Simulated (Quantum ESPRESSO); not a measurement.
**Grüneisen parameters and expansion of HfO2 (Fm-3m)**

Aim: how the vibrations of HfO2 shift with volume, and the expansion that follows.

Program: Quantum ESPRESSO 7.5. Level of theory: DFT PBE, scalar-relativistic, plane waves, GBRV ultrasoft pseudopotentials. Results are calculated unless marked as measured.

## Step 1: The structure

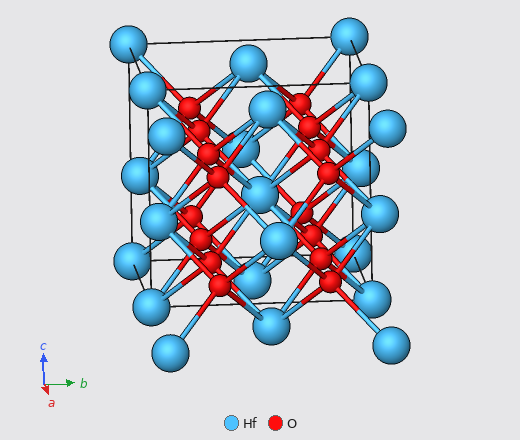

Start, viewed slightly off an axis; hafnium blue, oxygen red. 2×1×1 cells are drawn. This picture shows the conventional cell, with its axes. Some periodic images of atoms are drawn too.

## Step 2: Probe on a coarse mesh

Before spending time, one coarse run tells the gap and the pressure of the starting cell.

The input, probe.in:

```
&control
   calculation = 'scf'
   prefix = 'x'
   outdir = './tmp'
   pseudo_dir = './pseudo'
   tprnfor = .true.
   tstress = .true.
   verbosity = 'high'
/
&system
   ibrav = 0
   nat = 3
   ntyp = 2
   ecutwfc = 45.0
   ecutrho = 270.0
   occupations = 'smearing'
   smearing = 'gaussian'
   degauss = 0.01
/
&electrons
   conv_thr = 1.0d-07
   mixing_beta = 0.7
   electron_maxstep = 100
/
ATOMIC_SPECIES
 Hf    178.4900  Hf.upf
 O      15.9990  O.upf
CELL_PARAMETERS angstrom
     0.000000000    2.557500000    2.557500000
     2.557500000    0.000000000    2.557500000
     2.557500000    2.557500000    0.000000000
ATOMIC_POSITIONS crystal
 Hf     0.000000000   0.000000000   0.000000000
 O      0.250000000   0.250000000   0.250000000
 O      0.750000000   0.750000000   0.750000000
K_POINTS automatic
 6 6 6 0 0 0
```

Started as:

```bash
OMP_NUM_THREADS=1 mpirun -n 4 pw.x -nk 4 -in probe.in > probe.out
```

The log of the run:

```text
Program PWSCF v.7.5

     This program is part of the open-source Quantum ESPRESSO suite
     for quantum simulation of materials; please cite
         "P. Giannozzi et al., J. Phys.:Condens. Matter 21 395502 (2009);
         "P. Giannozzi et al., J. Phys.:Condens. Matter 29 465901 (2017);
         "P. Giannozzi et al., J. Chem. Phys. 152 154105 (2020);
     in publications or presentations arising from this work. More details at

     Message from routine setup:
     using ibrav=0 with symmetry is DISCOURAGED, use correct ibrav instead

     G-vector sticks info
     --------------------
     sticks:   dense  smooth     PW     G-vecs:    dense   smooth      PW
     Sum         859     583    187                16865     9257    1639

     Using Slab Decomposition

     bravais-lattice index     =            0
     lattice parameter (alat)  =       6.8349  a.u.
     unit-cell volume          =     225.7738 (a.u.)^3
     number of atoms/cell      =            3
     number of atomic types    =            2
     number of electrons       =        24.00
     number of Kohn-Sham states=           16
     kinetic-energy cutoff     =      45.0000  Ry
     charge density cutoff     =     270.0000  Ry
     scf convergence threshold =      1.0E-07
     mixing beta               =       0.7000
     number of iterations used =            8  plain     mixing
     Exchange-correlation= SLA  PW   PBE  PBE
                           (   1   4   3   4   0   0   0)

     celldm(1)=   6.834858  celldm(2)=   0.000000  celldm(3)=   0.000000
     celldm(4)=   0.000000  celldm(5)=   0.000000  celldm(6)=   0.000000

     crystal axes: (cart. coord. in units of alat)
               a(1) = (   0.000000   0.707107   0.707107 )
               a(2) = (   0.707107   0.000000   0.707107 )
               a(3) = (   0.707107   0.707107   0.000000 )

     reciprocal axes: (cart. coord. in units 2 pi/alat)
               b(1) = ( -0.707107  0.707107  0.707107 )
               b(2) = (  0.707107 -0.707107  0.707107 )
               b(3) = (  0.707107  0.707107 -0.707107 )

     PseudoPot. # 1 for Hf read from file:
     ./pseudo/Hf.upf
     Pseudo is Ultrasoft + core correction, Zval = 12.0
     Using radial grid of  921 points,  8 beta functions with:
                l(1) =   0
                l(2) =   0
                l(3) =   0
                l(4) =   1
                l(5) =   1
                l(6) =   2
                l(7) =   2
                l(8) =   3
     Q(r) pseudized with  6 coefficients,  rinner =    1.200   1.200   1.200
                                                       1.200   1.200   1.200
                                                       1.200

     PseudoPot. # 2 for O  read from file:
     ./pseudo/O.upf
     Pseudo is Ultrasoft + core correction, Zval =  6.0
     Using radial grid of  737 points,  5 beta functions with:
                l(1) =   0
                l(2) =   0
                l(3) =   1
                l(4) =   1
                l(5) =   2
     Q(r) pseudized with  8 coefficients,  rinner =    0.900   0.900   0.900
                                                       0.900   0.900

     atomic species   valence    mass     pseudopotential
     Hf               12.00   178.49000     Hf( 1.00)
     O                 6.00    15.99900     O ( 1.00)

     48 Sym. Ops., with inversion, found

                                    s                        frac. trans.

      isym =  1     identity

 cryst.   s( 1) = (     1          0          0      )
                  (     0          1          0      )
                  (     0          0          1      )

 cart.    s( 1) = (  1.0000000 -0.0000000  0.0000000 )
                  ( -0.0000000  1.0000000  0.0000000 )
                  ( -0.0000000  0.0000000  1.0000000 )

      isym =  2     180 deg rotation - cart. axis [0,0,1]

 cryst.   s( 2) = (     0          1         -1      )
                  (     1          0         -1      )
                  (     0          0         -1      )

 cart.    s( 2) = ( -1.0000000  0.0000000  0.0000000 )
                  (  0.0000000 -1.0000000  0.0000000 )
                  (  0.0000000 -0.0000000  1.0000000 )

      isym =  3     180 deg rotation - cart. axis [0,1,0]

 cryst.   s( 3) = (     0         -1          1      )
                  (     0         -1          0      )
                  (     1         -1          0      )

 cart.    s( 3) = ( -1.0000000 -0.0000000 -0.0000000 )
                  (  0.0000000  1.0000000 -0.0000000 )
                  (  0.0000000  0.0000000 -1.0000000 )

      isym =  4     180 deg rotation - cart. axis [1,0,0]

 cryst.   s( 4) = (    -1          0          0      )
                  (    -1          0          1      )
                  (    -1          1          0      )

 cart.    s( 4) = (  1.0000000  0.0000000 -0.0000000 )
                  ( -0.0000000 -1.0000000 -0.0000000 )
                  ( -0.0000000 -0.0000000 -1.0000000 )

      isym =  5     180 deg rotation - cart. axis [1,1,0]

 cryst.   s( 5) = (    -1          0          1      )
[...]
cart.    s( 5) = ( -0.0000000  1.0000000 -0.0000000 )
[...]
isym =  6     180 deg rotation - cart. axis [1,-1,0]

 cryst.   s( 6) = (     0         -1          0      )
[...]
cart.    s( 6) = (  0.0000000 -1.0000000 -0.0000000 )
[...]
isym =  7      90 deg rotation - cart. axis [0,0,-1]

 cryst.   s( 7) = (     0          1          0      )
[...]
cart.    s( 7) = (  0.0000000  1.0000000  0.0000000 )
[...]
isym =  8      90 deg rotation - cart. axis [0,0,1]

 cryst.   s( 8) = (     1          0         -1      )
[...]
cart.    s( 8) = ( -0.0000000 -1.0000000  0.0000000 )
[...]
isym =  9     180 deg rotation - cart. axis [1,0,1]

 cryst.   s( 9) = (    -1          1          0      )
[...]
cart.    s( 9) = (  0.0000000  0.0000000  1.0000000 )
[...]
isym = 10     180 deg rotation - cart. axis [-1,0,1]

 cryst.   s(10) = (     0          0         -1      )
[...]
cart.    s(10) = ( -0.0000000  0.0000000 -1.0000000 )
[...]
isym = 11      90 deg rotation - cart. axis [0,1,0]

 cryst.   s(11) = (     0          0          1      )
[...]
cart.    s(11) = ( -0.0000000 -0.0000000  1.0000000 )
[...]
isym = 12      90 deg rotation - cart. axis [0,-1,0]

[...]
1.0000   1.0000   1.0000   1.0000   0.0000   0.0000   0.0000   0.0000

          k =-0.3536-0.3536 0.3536 (  1158 PWs)   bands (ev):

   -49.1834 -18.0658 -17.7234 -17.7234  -5.3144  -4.3050   7.8554   7.8554
     9.0201   9.3554  10.2227  10.2227  16.5814  16.5814  18.8234  20.9924

     occupation numbers
     1.0000   1.0000   1.0000   1.0000   1.0000   1.0000   1.0000   1.0000
     1.0000   1.0000   1.0000   1.0000   0.0000   0.0000   0.0000   0.0000

          k = 0.2357 0.0000-0.0000 (  1162 PWs)   bands (ev):

[...]
occupation numbers
[...]
k = 0.3536 0.1179-0.1179 (  1151 PWs)   bands (ev):

[...]
occupation numbers
[...]
k =-0.2357-0.4714 0.4714 (  1153 PWs)   bands (ev):

[...]
occupation numbers
[...]
k =-0.1179-0.3536 0.3536 (  1144 PWs)   bands (ev):

[...]
occupation numbers
[...]
k = 0.0000-0.2357 0.2357 (  1147 PWs)   bands (ev):

[...]
occupation numbers
[...]
k = 0.4714 0.0000-0.0000 (  1150 PWs)   bands (ev):

[...]
occupation numbers
[...]
k =-0.1179-0.5893 0.5893 (  1149 PWs)   bands (ev):

[...]
occupation numbers
[...]
k =-0.0000-0.4714 0.4714 (  1141 PWs)   bands (ev):

[...]
occupation numbers
[...]
k =-0.7071 0.0000 0.0000 (  1162 PWs)   bands (ev):

[...]
occupation numbers
[...]
k =-0.2357-0.4714 0.7071 (  1151 PWs)   bands (ev):

[...]
occupation numbers
[...]
k =-0.1179-0.3536 0.5893 (  1152 PWs)   bands (ev):

   -49.1804 -17.9809 -17.8881 -17.7660  -4.8171  -4.5624   7.1926   7.2346
     8.9830   9.6839  10.8225  11.2679  16.6340  17.0583  18.8897  19.4662

     occupation numbers
     1.0000   1.0000   1.0000   1.0000   1.0000   1.0000   1.0000   1.0000
     1.0000   1.0000   1.0000   1.0000   0.0000   0.0000   0.0000   0.0000

          k =-0.7071 0.2357 0.0000 (  1154 PWs)   bands (ev):

   -49.1794 -18.0152 -17.8662 -17.7909  -4.7324  -4.5613   6.3080   7.7307
     9.0586  10.0148  10.6396  11.8758  16.4370  17.2900  18.6620  19.3315

     occupation numbers
     1.0000   1.0000   1.0000   1.0000   1.0000   1.0000   1.0000   1.0000
     1.0000   1.0000   1.0000   1.0000   0.0000   0.0000   0.0000   0.0000

     the Fermi energy is    14.2689 ev

!    total energy              =    -224.02982084 Ry
     estimated scf accuracy    <          1.7E-09 Ry
     smearing contrib. (-TS)   =      -0.00000000 Ry
     internal energy E=F+TS    =    -224.02982084 Ry

     The total energy is F=E-TS. E is the sum of the following terms:
     one-electron contribution =     -27.12910374 Ry
     hartree contribution      =      28.07364702 Ry
     xc contribution           =     -90.50763789 Ry
     ewald contribution        =    -134.46672623 Ry

     convergence has been achieved in   9 iterations

     negative rho (up, down):  1.173E-01 0.000E+00

     Forces acting on atoms (cartesian axes, Ry/au):

     atom    1 type  1   force =     0.00000000    0.00000000   -0.00000000
     atom    2 type  2   force =     0.00000000    0.00000000   -0.00000000
     atom    3 type  2   force =    -0.00000000   -0.00000000    0.00000000
     The non-local contrib.  to forces
     atom    1 type  1   force =    -0.00000000   -0.00000000    0.00000000
     atom    2 type  2   force =    -0.00000000    0.00000000    0.00000000
     atom    3 type  2   force =     0.00000000   -0.00000000   -0.00000000
     The ionic contribution  to forces
     atom    1 type  1   force =    -0.00000000   -0.00000000   -0.00000000
     atom    2 type  2   force =    -0.00000000   -0.00000000   -0.00000000
     atom    3 type  2   force =     0.00000000    0.00000000   -0.00000000
     The local contribution  to forces
     atom    1 type  1   force =    -0.00000000    0.00000000   -0.00000000
     atom    2 type  2   force =     0.00000000    0.00000000    0.00000000
     atom    3 type  2   force =     0.00000000    0.00000000    0.00000000
     The core correction contribution to forces
     atom    1 type  1   force =     0.00000000    0.00000000    0.00000000
     atom    2 type  2   force =     0.00000000    0.00000000    0.00000000
     atom    3 type  2   force =    -0.00000000   -0.00000000    0.00000000
     The Hubbard contrib.    to forces
     atom    1 type  1   force =     0.00000000    0.00000000    0.00000000
     atom    2 type  2   force =     0.00000000    0.00000000    0.00000000
     atom    3 type  2   force =     0.00000000    0.00000000    0.00000000
     The SCF correction term to forces
     atom    1 type  1   force =     0.00000000    0.00000000    0.00000000
     atom    2 type  2   force =    -0.00000000    0.00000000    0.00000000
     atom    3 type  2   force =     0.00000000   -0.00000000   -0.00000000

     Total force =     0.000000     Total SCF correction =     0.000000

     Computing stress (Cartesian axis) and pressure

     negative rho (up, down):  1.173E-01 0.000E+00
          total   stress  (Ry/bohr**3)                   (kbar)     P=      -46.57
  -0.00031658   0.00000000   0.00000000          -46.57        0.00        0.00
   0.00000000  -0.00031658   0.00000000            0.00      -46.57        0.00
   0.00000000   0.00000000  -0.00031658            0.00        0.00      -46.57

     kinetic stress (kbar)  28133.33     -0.00     -0.00
                               -0.00  28133.33     -0.00
                               -0.00     -0.00  28133.33

     local   stress (kbar)  10943.06      0.00      0.00
                                0.00  10943.06      0.00
                                0.00      0.00  10943.06

     nonloc. stress (kbar)  -7843.90     -0.00     -0.00
                               -0.00  -7843.90      0.00
                               -0.00      0.00  -7843.90

     hartree stress (kbar)   6097.22     -0.00      0.00
                               -0.00   6097.22      0.00
                                0.00      0.00   6097.22

     exc-cor stress (kbar)  33973.22     -0.00      0.00
                               -0.00  33973.22      0.00
                                0.00      0.00  33973.22

     corecor stress (kbar) -42145.14     -0.00     -0.00
                               -0.00 -42145.14     -0.00
                               -0.00     -0.00 -42145.14

     ewald   stress (kbar) -29204.36      0.00      0.00
                                0.00 -29204.36      0.00
                                0.00      0.00 -29204.36

     hubbard stress (kbar)      0.00      0.00      0.00
                                0.00      0.00      0.00
[...]
DFT-D   stress (kbar)      0.00      0.00      0.00
[...]
XDM     stress (kbar)      0.00      0.00      0.00
[...]
dft-nl  stress (kbar)      0.00      0.00      0.00
                                0.00      0.00      0.00
                                0.00      0.00      0.00

     TS-vdW  stress (kbar)      0.00      0.00      0.00
                                0.00      0.00      0.00
                                0.00      0.00      0.00

     MDB     stress (kbar)      0.00      0.00      0.00
                                0.00      0.00      0.00
                                0.00      0.00      0.00

     3D-RISM stress (kbar)      0.00      0.00      0.00
                                0.00      0.00      0.00
                                0.00      0.00      0.00

     Writing all to output data dir ./tmp/x.save/ :
     XML data file, charge density, pseudopotentials, collected wavefunctions

   JOB DONE.
```

Run time: 3.4 s. Hardware: 4 MPI ranks of Arm Neoverse V1, shared host.

A gap read on the k-mesh alone can miss the band edges.

Numbers from this step:

| Quantity | Value |
| --- | --- |
| volume per atom | 11.15 Å³ |
| pressure | -4.657 GPa |
| gap on the k-mesh | 3.768 eV |

The start is under -4.7 GPa at this level and looks like an insulator or semiconductor on this mesh.

(Part 1 of 8 ends here.)

[Logs are printed without paths, hosts, clocks, repeated set-up lines and the standing remarks that a program may print on its own settings, such as how far it seeks lower states.]

[Hosts, paths, dates, database ids (printed as entryN), source tags and the programs' standing remarks are cut or masked in the printed files.]

[A step with changed settings may run another functional than the one named; its input shows which.]

[Of the runs on displaced cells, only some may be shown.]
